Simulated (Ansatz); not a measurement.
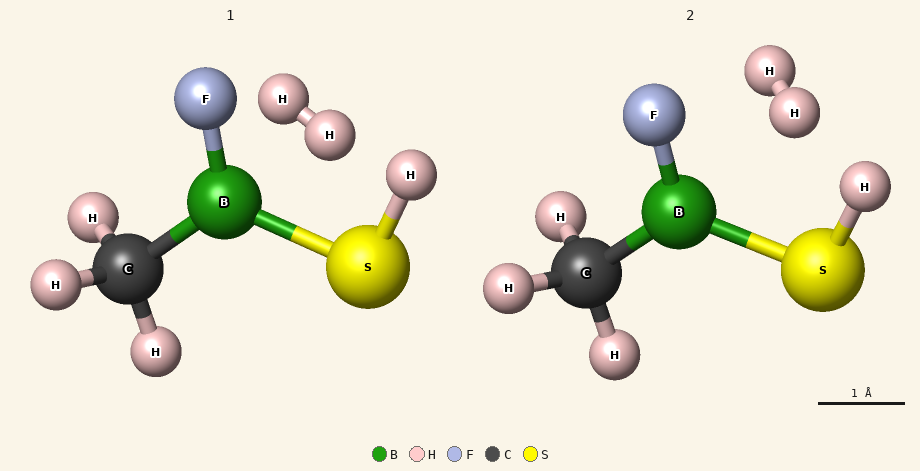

Two geometries of CH6BFS, drawn at one scale. One is the start of a relaxation, the other its converged end. A ball-and-stick model, seen from a free direction.

Theory: Ansatz, RKS PBE-D4/6-31G*. (no spin polarisation; force threshold 0.03 eV/Å; at most 50 steps)

**Which geometry has the lower energy?**

Structure 2 is the relaxed one. The run prepares an end point of a later path (reaction) calculation, from a guessed geometry. The atom that moves furthest after the best rigid fit is an H atom (0.96 Å). By element the largest moves are H 0.96 Å, F 0.45 Å, B 0.28 Å, S 0.14 Å, C 0.13 Å. Near-neighbour distances that change, for instance: B–S 1.868 → 1.826 Å, H–H 0.713 → 0.751 Å. Over 14 accepted moves (18 points after the start) the energy falls by 22.0 kJ/mol. Largest force component: 1.7 eV/Å at the start, 0.014 eV/Å at the end. The line search rejected the trial steps at points 5, 10, 11, 13 of the run. The forces were under the threshold at step 6, but the run went on from there.

Limits of the set-up: the start holds two separate molecules, 2.3 Å apart at their closest, whose relative position is a soft coordinate.
